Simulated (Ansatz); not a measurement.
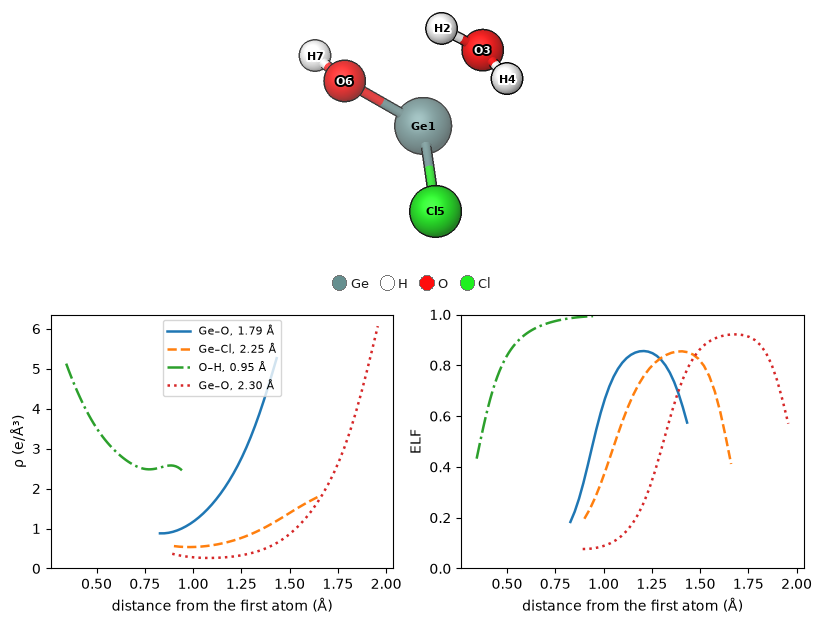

Figure 1: ClGeHO···H₂O. Electron density and ELF along straight lines between neighbouring atoms. The curves leave out the atomic cores. The structure is drawn too.

These are results of Ansatz 0.2.0, RHF/def2-SVP, not measurements.

```xyz
7

Ge   -0.8434    0.2596    0.4804
H     1.4906   -0.9621    0.5786
O     1.3807   -0.0957    0.9577
H     1.9208    0.4925    0.4424
Cl   -0.0725    1.2812   -1.3727
O    -0.7108   -1.4217   -0.1234
H    -1.2885   -2.0487    0.2861
```

Q: What can be read from the curves?

A: Ge–O (1.79 Å): ρ is about 0.92 e/Å³ halfway; the ELF peaks at about 0.85 in the valence shell of O, 0.6 Å from its nucleus, and is about 0.35 at the midpoint.
Ge–Cl (2.25 Å): ρ at the midpoint is about 0.6 e/Å³, with its minimum of 0.54 e/Å³ about 1.0 Å from Ge; the ELF peaks at about 0.85 in the valence shell of Cl, 0.8 Å from its nucleus, and is about 0.65 at the midpoint.
O–H (0.95 Å): ρ at the midpoint is about 3.7 e/Å³; the ELF climbs to about 1 towards the hydrogen, as it does in any bond to H; a covalent bond by its length.
Ge1···O3 (2.30 Å): the density falls to about 0.26 e/Å³ on the way; the ELF peaks at about 0.90 in the valence shell of O, 0.6 Å from its nucleus, and is about 0.20 at the midpoint.
